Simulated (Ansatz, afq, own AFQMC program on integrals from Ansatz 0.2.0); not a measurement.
# BCN (triplet): quantum Monte Carlo beside coupled cluster at angle B1–C2–N3 = 121.7°, cc-pVDZ

Aim: compute BCN (triplet) with auxiliary-field quantum Monte Carlo on the same integrals as coupled cluster, and set the energies side by side.

Method: cc-pVDZ, frozen cores; program: Ansatz 0.2.0, Gaussian basis, and an in-house AFQMC program (afq) on its integrals; all values are calculated.

To be run: PBE (unrestricted); r2SCAN (unrestricted); PBE0 (unrestricted); B3LYP (unrestricted); wB97M-V (unrestricted); B2PLYP (unrestricted); CCSD(T) on UHF; CCSDT(Q) on UHF; Phaseless AFQMC, CISD trial on UHF.

1 further run of the same task is left out (it didn't finish). Runs told in other sessions of the task aren't counted.

### Step 1. The system

The geometry derives from a PBE0/def2-TZVP stationary point (not a proven minimum). One angle is set to the value named; bond lengths are kept.

3 atoms, charge 0, spin multiplicity 3.

Atoms are counted from 1 here; the program's logs count them from 0.

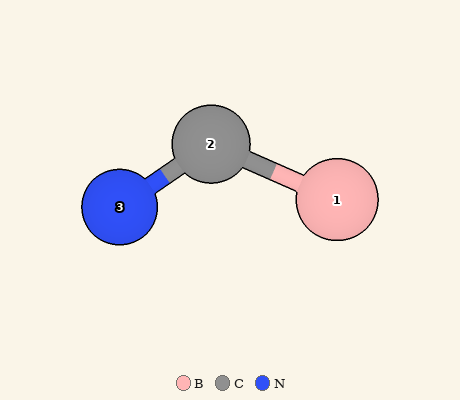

The geometry (boron pink, carbon grey, nitrogen blue); atoms are numbered from 1 in the order of the file.

### Step 2. PBE (unrestricted)

in.yaml

```yaml
crystal:
  periodic: [false, false, false]
  atoms:
    - {symbol: B, position_ang: [0.282709, 0.000000, 1.283331]}
    - {symbol: C, position_ang: [-0.423972, 0.000000, 0.016278]}
    - {symbol: N, position_ang: [0.145347, 0.000000, -1.004491]}
basis:
  gaussian: {orbitals: cc-pVDZ}
magnetization: {spin_polarized: true, initial_magnetization: 2}
hamiltonian: {xc: {name: PBE}}
output: {orbitals: {seedname: orbitals}}
```

Launch:

```console
$ ansatz run in.yaml --threads 1 --pin off --events-out ev --progress --plain --max-ram 1382MiB
```

Output:

```text
Functional definition: PBE
  name "PBE"
  cite "Perdew, Burke & Ernzerhof, Phys. Rev. Lett. 77, 3865 (1996) doi:10.1103/PhysRevLett.77.3865"
  parent pbe
  parameter kappa = 0.804
  parameter beta = 0.06672455060314922
  exchange = pbe_x(kappa = kappa, mu = beta*pi^2/3)
  correlation = pbe_c(beta = beta)
532 factors; their error is unknown
mean field evaluation 1: about -3186.0684 eV, gradient 3.5e1 eV
mean field evaluation 2: about -3067.2405 eV, gradient 1.2e2 eV
mean field evaluation 4: about -3190.9457 eV, gradient 2.4e1 eV
mean field evaluation 8: about -3193.3776 eV, gradient 6.6e-2 eV
mean field evaluation 16: about -3193.3504 eV, gradient 7.0e-5 eV
mean field evaluation 32: about -3192.3770 eV, gradient 7.0e0 eV
mean field -3193.35044193 eV, -117.3534642104 hartree, gradient 1.9e-5 eV, S^2 2.008655; 5 other end points of the search recorded, 0 dependent functions left out
reference -3193.35046575 eV, -117.3534650856 hartree; 10, 8 occupied and 32, 34 virtual orbitals, 532 factors
Total energy: -3193.35046575 eV, -117.3534650856 hartree
```

Run time: 0.57 s. Hardware: 1 thread of AMD EPYC 9R45 (Zen 5), shared host.

From the report: ⟨S²⟩ of the determinant 2.009 (pure triplet: 2.00).

### Step 3. r2SCAN (unrestricted)

in.yaml: that of step 2 with these lines changed.

```diff
@@ -9,3 +9,2 @@
 magnetization: {spin_polarized: true, initial_magnetization: 2}
-hamiltonian: {xc: {name: PBE}}
-output: {orbitals: {seedname: orbitals}}
+hamiltonian: {xc: {name: r2SCAN}}
```

Launched as before.

Output:

```text
Functional definition: r2SCAN
  name "r2SCAN"
  cite "Furness, Kaplan, Ning, Perdew & Sun, J. Phys. Chem. Lett. 11, 8208 (2020) doi:10.1021/acs.jpclett.0c02405"
  cite "Furness, Kaplan, Ning, Perdew & Sun, J. Phys. Chem. Lett. 11, 9248 (2020) doi:10.1021/acs.jpclett.0c03077"
  parent r2scan
  parameter k0 = 0.174
  parameter k1 = 0.065
  parameter a1 = 4.9479
  exchange = r2scan_x(k0 = k0, k1 = k1, a1 = a1)
  correlation = r2scan_c
532 factors; their error is unknown
mean field evaluation 1: about -3189.2227 eV, gradient 3.3e1 eV
mean field evaluation 2: about -3094.9778 eV, gradient 1.1e2 eV
mean field evaluation 4: about -3194.2575 eV, gradient 1.9e1 eV
mean field evaluation 8: about -3195.7814 eV, gradient 5.8e-2 eV
mean field evaluation 16: about -3195.7606 eV, gradient 3.2e-4 eV
mean field evaluation 32: about -3195.0337 eV, gradient 3.9e-6 eV
mean field -3195.76063078 eV, -117.4420370168 hartree, gradient 1.4e-5 eV, S^2 2.015472; 5 other end points of the search recorded, 0 dependent functions left out
reference -3195.76063848 eV, -117.4420372999 hartree; 10, 8 occupied and 32, 34 virtual orbitals, 532 factors
Total energy: -3195.76063848 eV, -117.4420372999 hartree
```

Run time: 1.3 s. Hardware: 1 thread of AMD EPYC 9R45 (Zen 5), shared host.

From the report: ⟨S²⟩ of the determinant 2.015 (pure triplet: 2.00).

### Step 4. PBE0 (unrestricted)

in.yaml: that of step 3 with these lines changed.

```diff
@@ -9,2 +9,3 @@
 magnetization: {spin_polarized: true, initial_magnetization: 2}
-hamiltonian: {xc: {name: r2SCAN}}
+hamiltonian: {xc: {name: PBE0}}
+output: {orbitals: {seedname: orbitals}}
```

The command is unchanged.

Output:

```text
Functional definition: PBE0
  name "PBE0"
  cite "Adamo & Barone, J. Chem. Phys. 110, 6158 (1999) doi:10.1063/1.478522"
  cite "Perdew, Burke & Ernzerhof, Phys. Rev. Lett. 77, 3865 (1996) doi:10.1103/PhysRevLett.77.3865"
  parent pbe
  parameter a = 0.25
  parameter kappa = 0.804
  parameter beta = 0.06672455060314922
  exchange = (1 - a)*pbe_x(kappa = kappa, mu = beta*pi^2/3) + a*exact_x
  correlation = pbe_c(beta = beta)
404 factors; integrals over basis functions are off by at most 7.0e-4 eV
mean field evaluation 1: about -3187.5904 eV, gradient 3.0e1 eV
mean field evaluation 2: about -3128.6748 eV, gradient 1.0e2 eV
mean field evaluation 4: about -3192.8255 eV, gradient 1.1e1 eV
mean field evaluation 8: about -3193.4549 eV, gradient 5.0e-1 eV
mean field evaluation 16: about -3193.4569 eV, gradient 3.8e-4 eV
mean field -3193.45694980 eV, -117.3573783023 hartree, gradient 8.1e-6 eV, S^2 2.014840; 1 other end points of the search recorded, 0 dependent functions left out
reference -3193.45696775 eV, -117.3573789618 hartree; 10, 8 occupied and 32, 34 virtual orbitals, 404 factors
Total energy: -3193.45696775 eV, -117.3573789618 hartree
```

It took 0.42 s on 1 thread of AMD EPYC 9R45 (Zen 5), shared host.

From the report: ⟨S²⟩ of the determinant 2.015 (pure triplet: 2.00).

### Step 5. B3LYP (unrestricted)

in.yaml: that of step 4 with these lines changed.

```diff
@@ -9,3 +9,2 @@
 magnetization: {spin_polarized: true, initial_magnetization: 2}
-hamiltonian: {xc: {name: PBE0}}
-output: {orbitals: {seedname: orbitals}}
+hamiltonian: {xc: {name: B3LYP}}
```

Same command.

Output, cut to the lines that bear on the results:

```text
Functional definition: B3LYP
  name "B3LYP"
  cite "Stephens, Devlin, Chabalowski & Frisch, J. Phys. Chem. 98, 11623 (1994) doi:10.1021/j100096a001"
  cite "Becke, Phys. Rev. A 38, 3098 (1988) doi:10.1103/PhysRevA.38.3098"
  cite "Lee, Yang & Parr, Phys. Rev. B 37, 785 (1988) doi:10.1103/PhysRevB.37.785"
  cite "Vosko, Wilk & Nusair, Can. J. Phys. 58, 1200 (1980) doi:10.1139/p80-159"
[...]
404 factors; integrals over basis functions are off by at most 7.0e-4 eV
[...]
mean field -3197.42461178 eV, -117.5031871905 hartree, gradient 2.7e-5 eV, S^2 2.011254; 1 other end points of the search recorded, 0 dependent functions left out
reference -3197.42477172 eV, -117.5031930682 hartree; 10, 8 occupied and 32, 34 virtual orbitals, 404 factors
Total energy: -3197.42477172 eV, -117.5031930682 hartree
```

Run time: 0.39 s. Hardware: 1 thread of AMD EPYC 9R45 (Zen 5), shared host.

From the report: ⟨S²⟩ of the determinant 2.011 (pure triplet: 2.00).

### Step 6. wB97M-V (unrestricted)

in.yaml: that of step 5 with these lines changed.

```diff
@@ -9,2 +9,3 @@
 magnetization: {spin_polarized: true, initial_magnetization: 2}
-hamiltonian: {xc: {name: B3LYP}}
+hamiltonian: {xc: {name: wB97M-V}}
+output: {orbitals: {seedname: orbitals}}
```

The command is unchanged.

Output, cut to the lines that bear on the results:

```text
Functional definition: wB97M-V
  name "wB97M-V"
  cite "Mardirossian & Head-Gordon, J. Chem. Phys. 144, 214110 (2016) doi:10.1063/1.4952647"
  cite "Becke, J. Chem. Phys. 107, 8554 (1997) doi:10.1063/1.475007"
  cite "Vydrov & Van Voorhis, J. Chem. Phys. 133, 244103 (2010) doi:10.1063/1.3521275"
  # Of w^i u^j: cxij and so on, Table III.
[...]
  gx(w, u) = 1 - cx + cx01*u + cx10*w
  gss(w, u) = css00 + css04*u^4 + css10*w + css20*w^2 + css43*w^4*u^3
  gos(w, u) = cos00 + cos10*w + (cos20 + cos21*u)*w^2 + (cos60 + cos61*u)*w^6
[...]
      + integral(e_c_pw_mod_opposite_spin*gos(b97_w_opposite, b97_u_opposite)) + vv10(b, c)
404 factors; integrals over basis functions are off by at most 7.0e-4 eV
115 factors; integrals over basis functions are off by at most 5.9e-6 eV
[...]
mean field -3196.30850102 eV, -117.4621708766 hartree, gradient 2.0e-5 eV, S^2 2.010878; 1 other end points of the search recorded, 0 dependent functions left out
reference -3196.30852584 eV, -117.4621717890 hartree; 10, 8 occupied and 32, 34 virtual orbitals, 404 factors
Total energy: -3196.30852584 eV, -117.4621717890 hartree
```

It took 1.3 s on 1 thread of AMD EPYC 9R45 (Zen 5), shared host.

From the report: ⟨S²⟩ of the determinant 2.011 (pure triplet: 2.00).

### Step 7. B2PLYP (unrestricted)

in.yaml: that of step 6 with these lines changed.

```diff
@@ -9,3 +9,3 @@
 magnetization: {spin_polarized: true, initial_magnetization: 2}
-hamiltonian: {xc: {name: wB97M-V}}
-output: {orbitals: {seedname: orbitals}}
+hamiltonian: {xc: {name: B2PLYP}}
+correlation: {electrons: outside_noble_gas}
```

The command is unchanged.

Output, cut to the lines that bear on the results:

```text
Functional definition: B2PLYP
  name "B2PLYP"
  cite "Grimme, J. Chem. Phys. 124, 034108 (2006) doi:10.1063/1.2148954"
  cite "Becke, Phys. Rev. A 38, 3098 (1988) doi:10.1103/PhysRevA.38.3098"
  cite "Lee, Yang & Parr, Phys. Rev. B 37, 785 (1988) doi:10.1103/PhysRevB.37.785"
[...]
404 factors; integrals over basis functions are off by at most 7.0e-4 eV
[...]
mean field -3191.41605797 eV, -117.2823769108 hartree, gradient 4.5e-6 eV, S^2 2.030523; 4 other end points of the search recorded, 0 dependent functions left out
3 core orbitals not correlated: weight in the atoms' cores, before any rotation towards them, 1.000 or more for the frozen orbitals, at most 0.000 for the correlated occupied ones
reference -3191.41615980 eV, -117.2823806530 hartree; 7, 5 occupied and 32, 34 virtual orbitals, 404 factors
second order -10.52833625 eV of doubles, -0.00000000 eV of singles
Total energy: -3194.25881059 eV, -117.3868461426 hartree
```

Run time: 0.87 s. Hardware: 1 thread of AMD EPYC 9R45 (Zen 5), shared host.

From the report: ⟨S²⟩ of the determinant 2.031 (pure triplet: 2.00).

### Step 8. CCSD(T) on UHF

in.yaml: that of step 7 with these lines changed.

```diff
@@ -9,3 +9,2 @@
 magnetization: {spin_polarized: true, initial_magnetization: 2}
-hamiltonian: {xc: {name: B2PLYP}}
-correlation: {electrons: outside_noble_gas}
+correlation: {method: ccsd_t, electrons: outside_noble_gas, hamiltonian_folder: ham}
```

Same command.

Output, cut to the lines that bear on the results:

```text
Functional definition: HF
  name "HF"
  cite "Fock, Z. Phys. 61, 126 (1930) doi:10.1007/BF01340294"
  parent pbe
[...]
404 factors; integrals over basis functions are off by at most 7.0e-4 eV
[...]
mean field -3179.66534364 eV, -116.8505461241 hartree, gradient 3.0e-6 eV, S^2 2.222814; 10 other end points of the search recorded, 0 dependent functions left out
determinant -3179.66534364 eV, -116.8505461241 hartree, with singles and doubles -3188.21875617 eV, -117.1648782369 hartree
determinant -3179.03688460 eV, -116.8274506806 hartree, with singles and doubles -3187.54105716 eV, -117.1399732575 hartree
3 core orbitals not correlated: weight in the atoms' cores, before any rotation towards them, 1.000 or more for the frozen orbitals, at most 0.000 for the correlated occupied ones
reference -3179.66534364 eV, -116.8505461241 hartree; 7, 5 occupied and 32, 34 virtual orbitals, 404 factors
second order -7.71193287 eV of doubles, -0.00000000 eV of singles
cycle   1  -8.55427948 eV  change   -8.7e-4 eV  update   2.9e-3
[...]
cycle   8  -8.55688854 eV  change   -1.2e-6 eV  update   9.7e-6
perturbative correction -0.39738441 eV, -0.0146036077 hartree
Total energy: -3188.61961659 eV, -117.1796095856 hartree
```

Wall time 1.4 s (1 thread of AMD EPYC 9R45 (Zen 5), shared host).

From the report: ⟨S²⟩ of the determinant 2.223 (pure triplet: 2.00); correlation -8.9543 eV; T1 0.050; largest double amplitude 0.09.

This run also writes the integrals to the folder ham.

### Step 9. CCSDT(Q) on UHF

in.yaml: that of step 8 with these lines changed.

```diff
@@ -9,2 +9,2 @@
 magnetization: {spin_polarized: true, initial_magnetization: 2}
-correlation: {method: ccsd_t, electrons: outside_noble_gas, hamiltonian_folder: ham}
+correlation: {method: ccsdt_q, electrons: outside_noble_gas}
```

The command is unchanged.

Output, cut to the lines that bear on the results:

```text
Functional definition: HF
  name "HF"
  cite "Fock, Z. Phys. 61, 126 (1930) doi:10.1007/BF01340294"
  parent pbe
[...]
780 factors; integrals over basis functions are off by at most 1.4e-7 eV
[...]
mean field -3179.66538390 eV, -116.8505476035 hartree, gradient 3.0e-6 eV, S^2 2.222813; 10 other end points of the search recorded, 0 dependent functions left out
determinant -3179.66538390 eV, -116.8505476035 hartree, with singles and doubles -3188.21878912 eV, -117.1648794477 hartree
determinant -3179.03692684 eV, -116.8274522327 hartree, with singles and doubles -3187.54109363 eV, -117.1399745981 hartree
3 core orbitals not correlated: weight in the atoms' cores, before any rotation towards them, 1.000 or more for the frozen orbitals, at most 0.000 for the correlated occupied ones
reference -3179.66538390 eV, -116.8505476035 hartree; 7, 5 occupied and 32, 34 virtual orbitals, 780 factors
second order -7.71193813 eV of doubles, -0.00000000 eV of singles
cycle   1  -7.88139490 eV  change   -1.7e-1 eV  update   1.2e-1
[...]
cycle  22  -8.99063618 eV  change   -2.9e-7 eV  update   8.9e-7
perturbative correction -0.04809117 eV, -0.0017673179 hartree
Total energy: -3188.70411125 eV, -117.1827147071 hartree
```

Wall time 14 s (1 thread of AMD EPYC 9R45 (Zen 5), shared host); peak memory 0.43 GiB.

From the report: ⟨S²⟩ of the determinant 2.223 (pure triplet: 2.00); correlation -9.0387 eV; T1 0.053; largest double amplitude 0.10.

### Step 10. Phaseless AFQMC, CISD trial on UHF

It reads the integrals that the CCSD(T) run on this determinant wrote.

Launch:

```console
$ afq ham --method phaseless --trial cisd --walkers 60 --populations 1 --least-time 40 --time-step 0.005 --steps-per-block 50 --equilibration-blocks 28 --max-blocks 300 --target-error 0.00042 --factor-cut 1e-05 --start spin_pure --seed 6185 --release-times 0.24,0.51,0.99,1.62,2.4 --release-step 0.03 --release-every 4 --taylor-order 6
```

Output:

```text
orbitals 39  electrons 7 5  factors 306 of 404
reference energy -116.85054612 Eh
CCSD correlation -0.31445970 Eh in 15 cycles, weight of the determinant in the CISD state 0.8191
energy of the start -117.147643 Eh
 block  time / (1/Eh)  mean weight  energy / Eh
     1     0.250  0.9981  -117.153613
     2     0.500  0.9992  -117.164389
     3     0.750  0.9978  -117.164554
     4     1.000  1.0016  -117.164703
     5     1.250  1.0002  -117.175295
     6     1.500  0.9997  -117.186932
     7     1.750  0.9997  -117.182728
     8     2.000  0.9997  -117.179201
     9     2.250  0.9991  -117.185647
    10     2.500  1.0024  -117.170134
    17     4.250  0.9981  -117.176080
    25     6.250  1.0020  -117.170992
    33     8.250  1.0003  -117.200440
    41    10.250  1.0029  -117.187499
    49    12.250  1.0018  -117.174670
    57    14.250  0.9988  -117.187193
    65    16.250  1.0025  -117.175620
    73    18.250  0.9987  -117.183527
    81    20.250  0.9990  -117.174909
    89    22.250  0.9980  -117.174194
    97    24.250  1.0025  -117.179791
   105    26.250  1.0009  -117.176557
   113    28.250  1.0024  -117.197284
   121    30.250  0.9990  -117.178374
   129    32.250  1.0010  -117.172795
   137    34.250  0.9992  -117.182261
   145    36.250  1.0022  -117.172635
   153    38.250  1.0036  -117.168960
   161    40.250  1.0008  -117.170751
   169    42.250  1.0015  -117.177946
   177    44.250  1.0000  -117.185503
   185    46.250  0.9987  -117.187078
   193    48.250  0.9981  -117.181899
   201    50.250  0.9996  -117.180347
   209    52.250  1.0008  -117.177210
   217    54.250  0.9986  -117.180126
   225    56.250  1.0003  -117.178962
   233    58.250  0.9995  -117.184766
   241    60.250  0.9994  -117.189676
   249    62.250  1.0007  -117.178940
   257    64.250  0.9998  -117.189673
   265    66.250  1.0015  -117.164157
   273    68.250  1.0024  -117.186656
   281    70.250  0.9990  -117.175646
   289    72.250  0.9987  -117.188143
   297    74.250  1.0024  -117.175096
   305    76.250  1.0000  -117.186285
   313    78.250  0.9995  -117.171852
   321    80.250  1.0003  -117.187677
blocks merged  error / Eh  count
     1  0.000506  300
     2  0.000601  150
     4  0.000716  75
     8  0.000798  37
    16  0.000895  18
    32  0.001106  9
released: time / (1/Eh)  energy / Eh  error  mean overlap
  0.24  -117.182438  0.001028  0.9986
  0.51  -117.183162  0.001143  0.9913
  0.99  -117.182916  0.000856  0.9773
  1.62  -117.181832  0.001153  0.9953
  2.40  -117.182796  0.001317  0.9790
energy -117.181703 +/- 0.000895 Eh
```

It took 4.3 min on 1 thread of AMD EPYC 9R45 (Zen 5), shared host.

Energy -3188.6766 ± 0.0244 eV. Caveats: constraint bias not in the error; error above the target. The error still grows with block length (0.0217 to 0.0301 eV), so the bar may be too small.

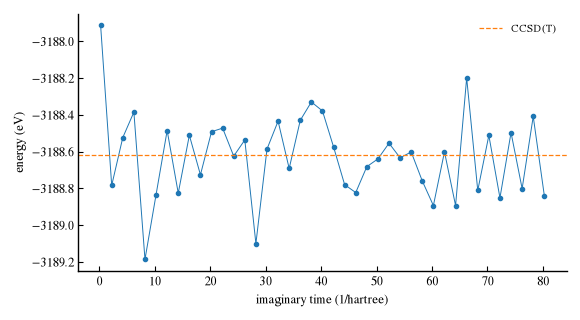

Block energies along the walk.

### Step 11. All levels side by side

On the UHF determinant, counted from CCSDT(Q) (a yardstick, not exact):

```csv
level,energy (eV),from CCSDT(Q) (meV),statistical error (meV),time
HF,-3179.6653,+9038.8,,
MP2,-3187.3773,+1326.8,,
CCSD,-3188.2222,+481.9,,
CCSD(T),-3188.6196,+84.5,,
CCSDT(Q),-3188.7041,0.0,,
"Phaseless AFQMC, CISD trial, step 0.005, 60 walkers",-3188.6766,+27.5,24.4,4.3 min
```

The functionals' totals stand on their own zeros and serve differences with other points: PBE -3193.350 eV; r2SCAN -3195.761 eV; PBE0 -3193.457 eV; B3LYP -3197.425 eV; wB97M-V -3196.309 eV; B2PLYP -3194.259 eV.

### Step 12. What came out

| quantity | value |
| --- | --- |
| CCSD(T) on UHF from CCSDT(Q) | +84.5 meV |
| Phaseless AFQMC, CISD trial on UHF from CCSDT(Q) | +27.5 ± 24.4 meV |

In words: On UHF the phaseless walk with the CISD trial lies +27.5 meV from CCSDT(Q), within three error bars. Error bars are statistical and leave out the constraint, the time step and what remains of the start.
